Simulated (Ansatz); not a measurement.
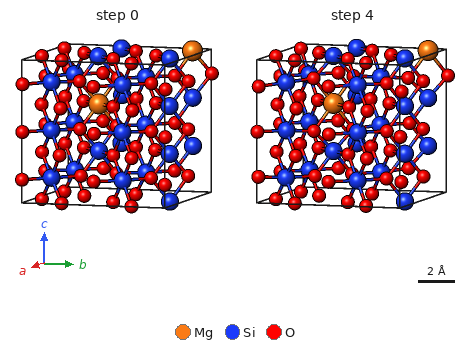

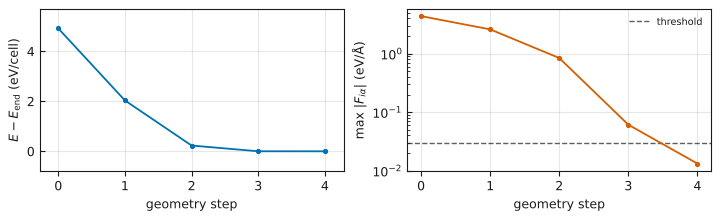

First and last geometry of a relaxation of a defect cell of composition Mg2Si22O48, with the history of the run. Style: ball-and-stick. Shown: the cell of the calculation (origin shifted), slightly off an axis.

Level of theory: DFT, PBEsol, PAW, plane waves (Ansatz). (plane-wave cutoff 420 eV; k-point mesh 1 × 1 × 1; mesh shifted by (0.25, 0.25, 0.25); no spin polarisation; atoms relaxed in a fixed cell; force threshold 0.03 eV/Å; at most 80 steps)

Q: Did the run converge, and what did it change?

A: It converged. The energy falls by 4.919 eV per cell of the calculation in 4 geometry steps. The largest force component goes from 4.4 to 0.013 eV/Å. The largest move is that of an O atom, 0.19 Å roughly along [−1 1 −2]. Largest moves by element: O 0.19 Å, Si 0.05 Å, Mg 0.04 Å. The cell stays as it was. Near-neighbour distances that change, for instance: Mg–O 1.714 → 1.925 Å, Mg–O 1.742 → 1.931 Å, Mg–O 1.767 → 1.925 Å, Mg–O 1.796 → 1.925 Å. Among the angles between lasting bonds that change: Si–O–Si 129.3° → 140.9°, Si–O–Si 128.5° → 139.9°, O–Si–O 81.3° → 91.5°. Cost: 27 s on 7 threads of Arm Neoverse-V2, peak memory 1.3 GiB.

| step | E − E(0), meV/atom | largest force component, eV/Å |
| --- | --- | --- |
| 0 | 0.00 | 4.3833 |
| 1 | -40.05 | 2.6020 |
| 2 | -65.10 | 0.8428 |
| 3 | -68.29 | 0.0610 |
| 4 | -68.32 | 0.0132 |

Limits of the set-up: the periodic images lie only 8.0 Å apart, so the values are limited by the cell's size.
